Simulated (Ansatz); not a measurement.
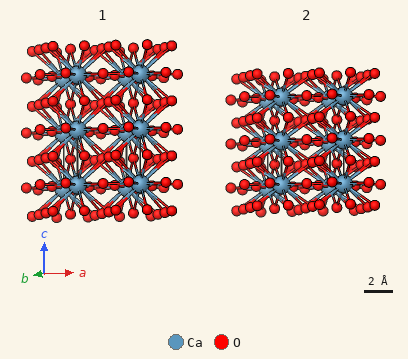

Two geometries of a crystal of CaO5 (a generated structure, set up in P6/mmm) (coarse preliminary run), drawn at one scale. One is the start of a relaxation, the other its converged end. A ball-and-stick model of the cell of the calculation, repeated 1 × 1 × 2 with one cell outlined, seen from a free direction.

The calculation used DFT PBE, scalar-relativistic, plane waves, PAW (Ansatz). Settings: plane-wave cutoff 420 eV; k-point mesh 6 × 6 × 4; occupations gaussian; smearing width 0.1 eV; no spin polarisation; cell and atoms relaxed; force threshold 0.04 eV/Å; at most 70 steps.

Which geometry has the lower energy?

Answer. Structure 2 is the relaxed one. The energy falls by 1.403 eV per cell of the calculation in 6 accepted moves (8 points after the start). All forces vanish by symmetry, so only the cell relaxes. The pressure goes from −16.22 to −0.04 GPa. At 2 points the geometry stayed and the basis and grid were re-selected for the new cell (energy shift of 23.7 meV per cell of the calculation at most each time). No atom moves by more than 0.005 Å relative to the cell. Cell: a = b 4.723 → 4.672 Å (−1.1 %), c 3.939 → 3.148 Å (−20.1 %). Volume −21.8 %. Near-neighbour distances that change, for instance: Ca–Ca 3.939 → 3.148 Å, Ca–O 3.075 → 2.817 Å, Ca–O 2.727 → 2.698 Å. The space group stays P6/mmm (No. 191).

Limits of the set-up: the k-point mesh is coarse for a cell with partly filled bands.
